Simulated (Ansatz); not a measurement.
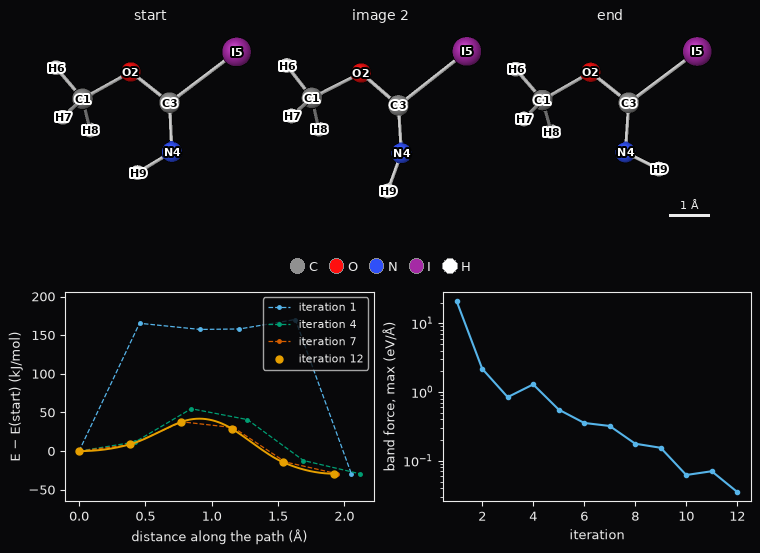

A search for the minimum-energy path of C2H4INO by the nudged elastic band. Images are numbered from 0 (start) to 5 (end). The plot follows the band through its iterations. A ball-and-stick model, seen at a tilt.

All numbers below come from Ansatz 0.2.0, RKS PBE/def2-SVP. Run with 4 movable images; no climbing image; force threshold 0.05 eV/Å; iteration limit 60; starting path through a guess of the saddle point.

> Judge this run.

The run is converged, with reservations. The band converged in 12 iterations. The largest component of the band force went from 21 to 0.035 eV/Å. No image climbed, so the highest image needn't lie on the saddle point, and the true maximum along this path can be higher. The first iteration put the highest image at 170.3 kJ/mol. The highest point, image 2, lies 37.7 kJ/mol above the start and 66.9 kJ/mol above the end; the end is at −29.2 kJ/mol relative to the start.

Cost: 51 s on 2 threads of Intel(R) Xeon(R) 6975P-C (Granite Rapids) (shared host), peak memory 0.16 GiB.
